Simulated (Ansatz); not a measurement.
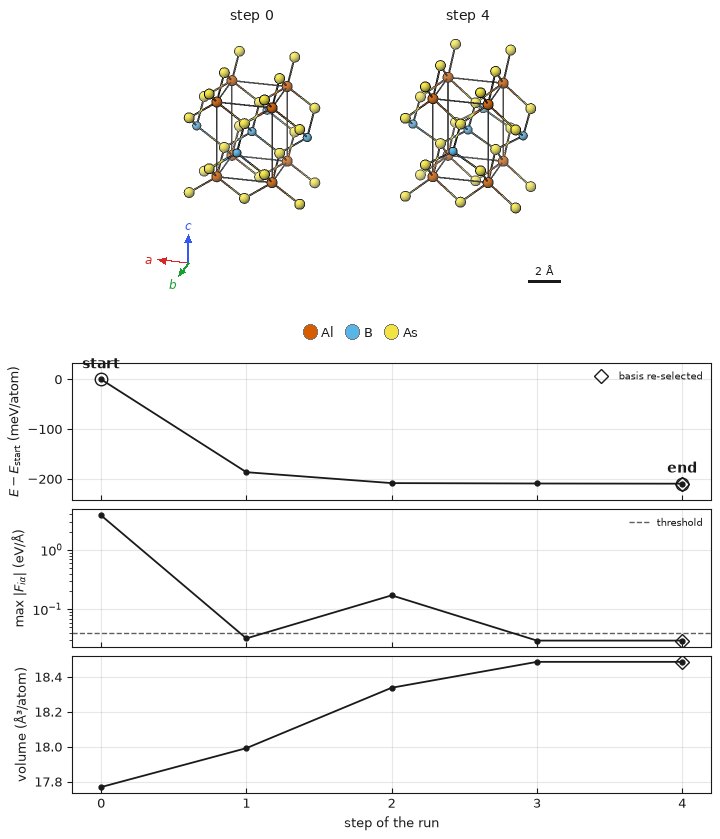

First and last geometry of a relaxation of a crystal of AlBAs2 (a generated structure, set up in P-4m2) (coarse preliminary run), with the history of the run. Style: ball-and-stick. Shown: the cell of the calculation, from a free direction.

Level of theory: DFT PBE, scalar-relativistic, plane waves, PAW in Ansatz 0.2.0. Settings: plane-wave cutoff 420 eV; k-point mesh 6 × 6 × 4; occupations gaussian; smearing width 0.1 eV; no spin polarisation; cell and atoms relaxed; force threshold 0.04 eV/Å; at most 70 steps.

### Did the run converge, and what did it change?

It converged. The largest moves relative to the cell, 0.21 Å, are those of As atoms. B and Al stay in place. Cell: a = b 3.690 → 3.683 Å (−0.2 %), c 5.219 → 5.451 Å (+4.4 %). Volume +4.0 %. Near-neighbour distances that change, for instance: Al–As 2.260 → 2.420 Å, As–B 2.260 → 2.174 Å. Bond angles that change, for instance: As–Al–As 109.5° → 99.1°, Al–As–Al 109.5° → 99.1°, As–B–As 109.5° → 115.8°. The space group stays P-4m2 (No. 115). Over 3 accepted moves (4 points after the start) the energy falls by 209 meV per atom. Largest force component: 3.8 eV/Å at the start, 0.03 eV/Å at the end. The pressure goes from 8.23 to 0.02 GPa. At 1 point the geometry stayed and the basis and grid were re-selected for the new cell (energy shift of 0.4 meV per atom at most each time). The run took 28 s on 1 thread of Intel(R) Xeon(R) Platinum 8259CL CPU @ 2.50GHz (Skylake/Cascade Lake), with other jobs on the host, peak memory 0.44 GiB.
